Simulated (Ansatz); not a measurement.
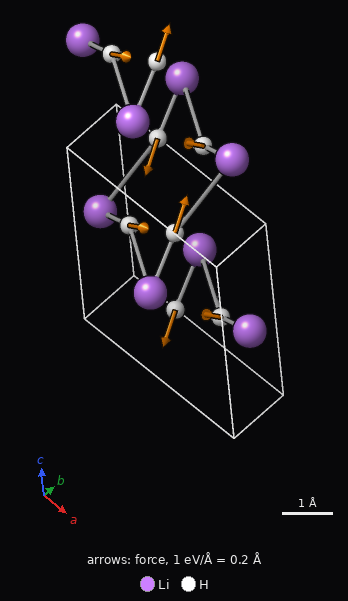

Starting geometry of crystalline LiH₂ (built on the random type) (coarse preliminary run) with the computed forces as orange arrows. The picture is a ball-and-stick view of the cell of the calculation, repeated 1 × 1 × 2 with one cell outlined, seen slightly off an axis.

Case: random cell with space group I4/m (No. 87).

Computed with DFT PBE, scalar-relativistic, plane waves, PAW in Ansatz 0.2.0. (plane-wave cutoff 420 eV; k-point mesh 6 × 6 × 6; occupations gaussian; smearing width 0.1 eV; no spin polarisation; cell and atoms relaxed; force threshold 0.04 eV/Å; at most 70 steps)

### What follows when this structure is relaxed?

It isn't relaxed: the largest force vector, on H atoms, is 4.19 eV/Å. The atoms end up moving mostly along the starting forces (cosine between the two patterns 0.98). The energy falls by 3.986 eV per cell of the calculation in 9 accepted moves (11 points after the start). Largest force component: 4 eV/Å at the start, 0.018 eV/Å at the end. Pressure: 12.64 GPa at the start and 0.07 GPa at the end. The SCF was repeated twice at an unchanged geometry on a basis and grid sized afresh for the cell, which shifted the energy by 31.1 meV per cell of the calculation at most. The largest moves relative to the cell, 0.54 Å, are those of H atoms. Li stays in place. The drawn cell changes as follows: a = b = c 4.109 → 4.714 Å (+14.7 %), α 110.9° → 118.6°, β 110.9° → 118.6°, γ 106.6° → 92.5°; the volume changes by +41.8 %. Near-neighbour distances that change, for instance: Li–Li 2.456 → 3.261 Å, H–Li 1.302 → 1.866 Å, H–Li 2.100 → 1.866 Å. The space group (tolerance 0.01 Å) goes from I4/m (No. 87) to I4/mmm (No. 139). The run took 18 s on 1 thread of Intel(R) Xeon(R) Platinum 8375C CPU @ 2.90GHz (Ice Lake) (shared host), peak memory 0.37 GiB.
